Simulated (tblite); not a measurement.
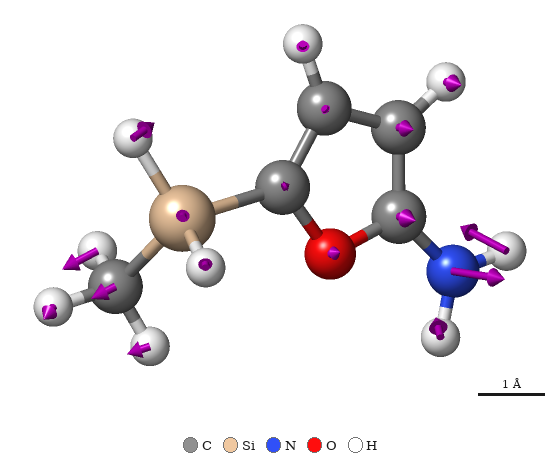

This is a relaxation of C₅H₉NOSi. The starting structure is drawn; purple arrows show the displacements, magnified 5 times. The two geometries are superimposed by the best rigid fit.

Style: ball-and-stick. Shown at a tilt.

Computed with GFN2-xTB geometry optimisation, gas phase (tblite 0.8.0). 

What happened in the run?

Answer. Over 57 geometry steps the energy falls by 3.64 kcal/mol. The largest move after the best rigid fit is that of the N atom, 0.21 Å. Largest moves by element: N 0.21 Å, H 0.20 Å, C 0.08 Å, O 0.04 Å, Si 0.04 Å. Some distances before and after: C–Si 1.854 → 1.900 Å, C–N 1.337 → 1.381 Å, C–H 1.108 → 1.086 Å, C–C 1.386 → 1.366 Å. Bond angles that change, for instance: C–N–H 123.5° → 114.4°, C–N–H 120.0° → 113.5°, C–Si–C 105.4° → 109.1°.
